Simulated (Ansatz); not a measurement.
What Ni → Co does to AlNi

Start from AlNi in the CsCl type structure (space group Pm-3m, No. 221; a = 2.863 Å; non-magnetic).

One thing is altered: full substitution Ni → Co, then cell and atoms are relaxed.

Calculations: r2SCAN in Ansatz (plane waves to 500 eV, PAW, no SOC), earlier PAW set. k-mesh 16×16×16 (Γ-centred); smearing 0.05 eV (Fermi–Dirac).

```yaml
volume_per_atom: 11.25 Å³ (base 11.74 Å³)
density: 6.34 g/cm³ (base 6.06 g/cm³)
lattice_parameter_a: 2.823 Å (base 2.863 Å)
space_group: Pm-3m (No. 221) (base Pm-3m (No. 221))
band_gap: zero (base zero)
magnetic_state: weakly magnetic (sensitive to the mesh) (base non-magnetic)
largest_site_moment: 0.13 μB (base 0.00 μB)
```

Final structure:

```
AlCo
1.0
    2.82286     0.00000     0.00000
    0.00000     2.82286     0.00000
    0.00000     0.00000     2.82286
Al Co
1 1
Direct
  0.00000   0.00000   0.00000
  0.50000   0.50000   0.50000
```

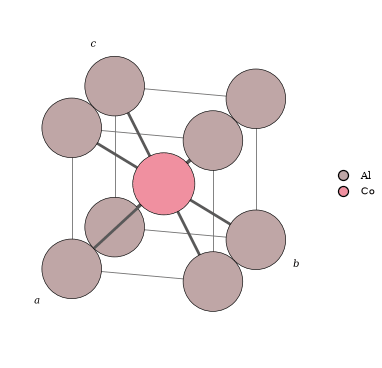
The relaxed conventional cell after the change

The magnetic state is the one reached from the starting moments; the real material's order can differ, and small cells can't hold many antiferromagnetic ones. No phonon test of stability was made. Starting moments died away, wholly or in part, for Ni → Co and the base; another magnetic solution may exist. Spin-polarised in the final run: AlCo; the other runs are not.

Ansatz is a first-principles code.
